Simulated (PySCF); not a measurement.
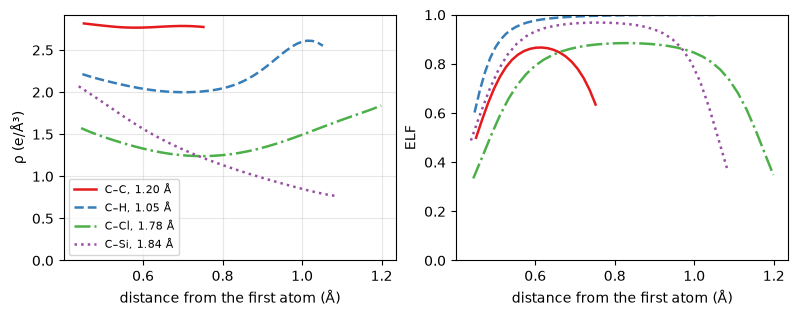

The picture shows: C₄H₅Cl₃Si. Electron density and ELF along straight lines between neighbouring atoms. The curves leave out the atomic cores.

Geometry: GFN2-xTB.

Computed with PySCF 2.14.0, B3LYP/def2-SVPD, SCF density, gas phase.

The calculation's input:

```
{"job": {"kind": "uv", "xc": "B3LYP", "basis": "def2-SVPD", "nstates": 8, "ntriplets": 3}, "charge": 0, "multiplicity": 1}
C      2.901208     0.039682    -0.179399
C      1.743352     0.103962     0.140334
Si    -0.033468     0.149533     0.633795
C     -0.908033     1.558019    -0.313383
Cl    -2.626591     1.565417     0.178226
C     -0.824796    -1.499580     0.022917
Cl    -0.111046    -2.861953     0.911457
Cl    -0.514636    -1.694976    -1.717587
H      3.912974    -0.012498    -0.464518
H     -0.249582     0.254705     2.074626
H     -0.504132     2.536631    -0.069736
H     -0.887020     1.429868    -1.393118
H     -1.902619    -1.568323     0.158658
```

Command:

```sh
OMP_NUM_THREADS=1 python probes_run.py task.json out
```

What can be read from the curves?

Answer. C–C (1.20 Å): the density is about 2.8 e/Å³ at the midpoint; the ELF peaks at about 0.85 between the atoms; a short, multiple covalent bond.
C–H (1.05 Å): ρ at the midpoint is about 2.1 e/Å³; the ELF climbs to about 1 towards the hydrogen, as it does in any bond to H (a covalent bond by its length).
C–Cl (1.78 Å): ρ at the midpoint is about 1.3 e/Å³; the ELF peaks at about 0.90 between the atoms; localised, covalent bonding.
C–Si (1.84 Å): ρ at the midpoint is about 0.95 e/Å³; the ELF peaks at about 0.95 between the atoms; a covalent bond.
